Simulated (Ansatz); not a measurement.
# Calculations on CH$_{7}$NOSSi

Part 1: Relaxation

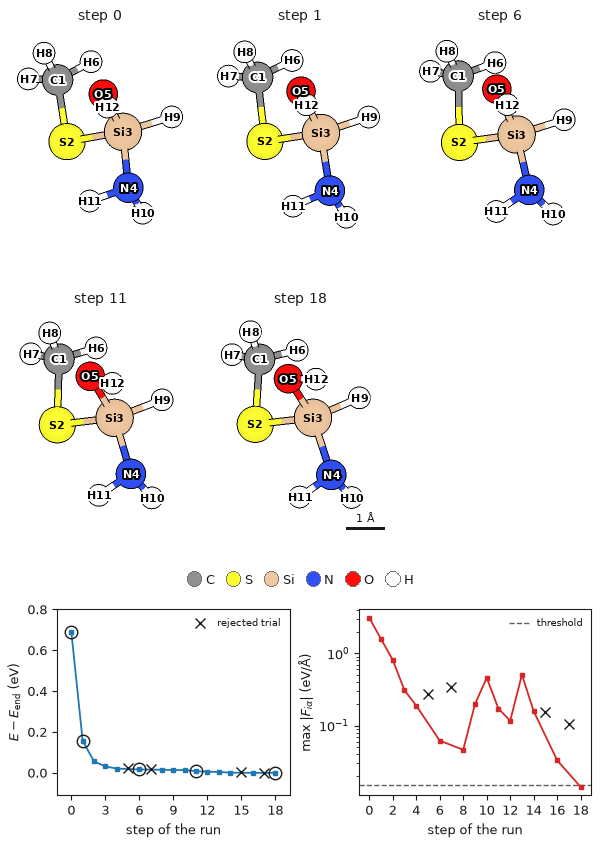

Frames of a relaxation of CH7NOSSi, marked on the history of the run. A ball-and-stick model, seen from a free direction.

The run prepares an end point of a later path (torsion) calculation, from a guessed geometry.

All numbers below come from Ansatz, RKS r2SCAN/STO-3G. Set-up: no spin polarisation; force threshold 0.015 eV/Å; at most 40 steps.

Question: What happens along the run?

Answer: H11 moves most after the best rigid fit: 0.47 Å. By element the largest moves are H 0.47 Å, O 0.40 Å, S 0.31 Å, Si 0.28 Å, N 0.14 Å, C 0.11 Å. Among the contacts that change: C1–S2 1.745 → 1.827 Å, Si3–O5 1.644 → 1.714 Å, S2–Si3 2.084 → 2.141 Å, Si3–N4 1.726 → 1.774 Å. Bond angles that change, for instance: Si3–O5–H12 115.7° → 102.4°, Si3–N4–H11 102.7° → 110.9°, S2–Si3–N4 107.6° → 115.8°. Groups turn about Si3–O5 by about 40°. After 14 accepted moves (18 points after the start) the energy has fallen by 0.691 eV. The largest force component goes from 3.1 to 0.014 eV/Å. The line search rejected the trial steps at points 5, 7, 15, 17 of the run. Cost: 64 s on 1 thread of Intel(R) Xeon(R) Platinum 8488C (Sapphire Rapids) (shared host), peak memory 0.21 GiB. From step 0 to 1: H11 moves most (0.20 Å), energy −0.533 eV. From step 1 to 6: H10 moves most (0.24 Å), energy −0.141 eV. From step 6 to 11: O5 moves most (0.22 Å), energy −0.008 eV. From step 11 to 18: H12 moves most (0.14 Å), energy −0.009 eV.

```csv
step,"E − E(0), eV","largest force component, eV/Å",note
0,0.0000,3.1392,
1,-0.5327,1.5938,
2,-0.6349,0.8156,
3,-0.6590,0.3095,
4,-0.6697,0.1893,
5,-0.6690,0.2715,rejected
6,-0.6740,0.0619,
7,-0.6709,0.3435,rejected
8,-0.6754,0.0461,
9,-0.6768,0.1973,
10,-0.6771,0.4614,
11,-0.6822,0.1721,
12,-0.6853,0.1165,
13,-0.6861,0.5089,
14,-0.6897,0.1583,
15,-0.6883,0.1557,rejected
16,-0.6905,0.0329,
17,-0.6904,0.1061,rejected
18,-0.6908,0.0141,
```

Limits of the set-up: STO-3G is a minimal basis, so the numbers are rough.

Part 2: Relaxation

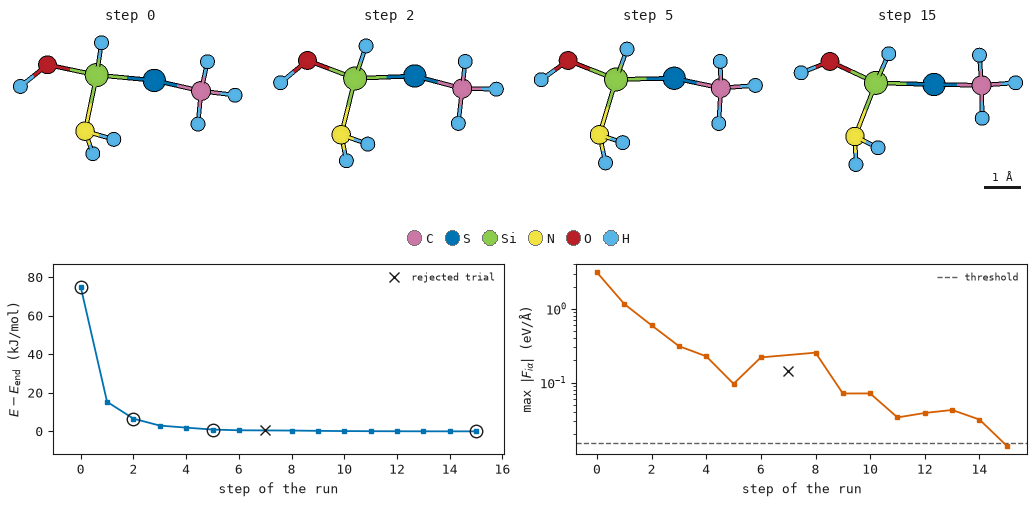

Frames of a relaxation of CH7NOSSi, marked on the history of the run. Style: ball-and-stick. Shown at a tilt.

The run prepares an end point of a later path (torsion) calculation, from a guessed geometry.

Theory: RKS r2SCAN/STO-3G (Ansatz 0.2.0). Set-up: no spin polarisation; force threshold 0.015 eV/Å; at most 40 steps.

What happens along the run?

Answer. An H atom moves most after the best rigid fit: 0.53 Å. Largest moves by element: H 0.53 Å, O 0.26 Å, N 0.25 Å, Si 0.24 Å, S 0.21 Å, C 0.19 Å. Some distances before and after: C–S 1.745 → 1.826 Å, O–Si 1.644 → 1.711 Å, S–Si 2.084 → 2.139 Å, N–Si 1.726 → 1.777 Å. Among the angles between lasting bonds that change: Si–O–H 115.7° → 101.9°, S–Si–N 107.6° → 119.9°, Si–N–H 102.7° → 111.2°. Groups turn about O–Si by about 20°. The energy falls by 75.0 kJ/mol in 14 accepted moves (15 points after the start). The largest force component goes from 3.1 to 0.014 eV/Å. The line search rejected the trial step at point 7 of the run. From step 0 to 2: an H atom moves most (0.31 Å), energy −68.4 kJ/mol. From step 2 to 5: an H atom moves most (0.16 Å), energy −5.68 kJ/mol. From step 5 to 15: an H atom moves most (0.24 Å), energy −0.93 kJ/mol.

```csv
step,"E − E(0), kJ/mol","largest force component, eV/Å",note
0,0.00,3.1173,
1,-59.66,1.1642,
2,-68.39,0.5979,
3,-72.01,0.3125,
4,-73.06,0.2275,
5,-74.07,0.0965,
6,-74.43,0.2199,
7,-74.37,0.1417,rejected
8,-74.58,0.2548,
9,-74.73,0.0713,
10,-74.85,0.0714,
11,-74.91,0.0338,
12,-74.94,0.0388,
13,-74.97,0.0426,
14,-74.99,0.0316,
15,-74.99,0.0139,
```

Limits of the set-up: STO-3G is a minimal basis, so the numbers are rough.

Part 3: Path

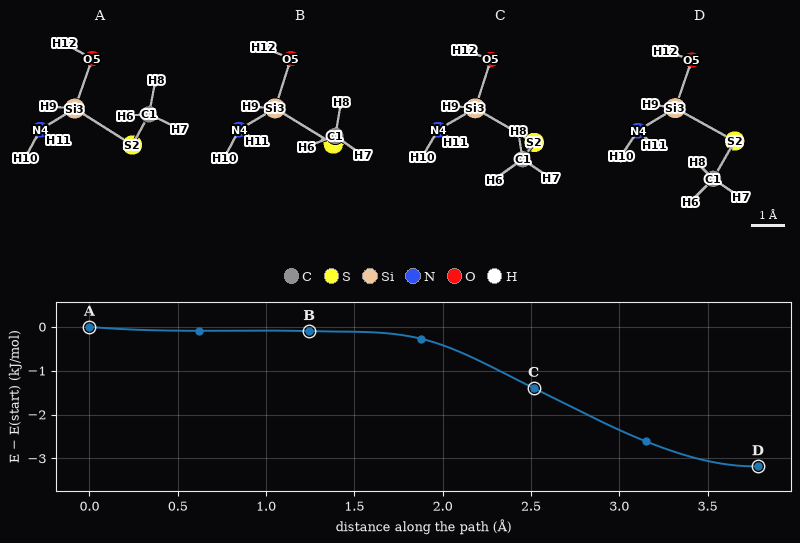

A search for the minimum-energy path of CH7NOSSi by the nudged elastic band. Images are numbered from 0 (start) to 6 (end). Frames A to D are images 0, 2, 4, 6. Style: ball-and-stick. Shown from a free direction.

All numbers below come from RKS r2SCAN/STO-3G (Ansatz 0.2.0). Settings: 5 movable images; climbing image; force threshold 0.05 eV/Å; iteration limit 60; starting path through a guess of the saddle point.

### What happens along the path, and what is the barrier?

The motion is a rotation about the S2–Si3 bond by about 90°. No bond forms or breaks between the ends. No barrier shows: the energy is highest at the start, and the end lies 3.18 kJ/mol below the start. The band converged in 8 iterations. The largest component of the band force went from 3.7 to 0.035 eV/Å.

Limits of the set-up: STO-3G is a minimal basis, so the numbers are rough.
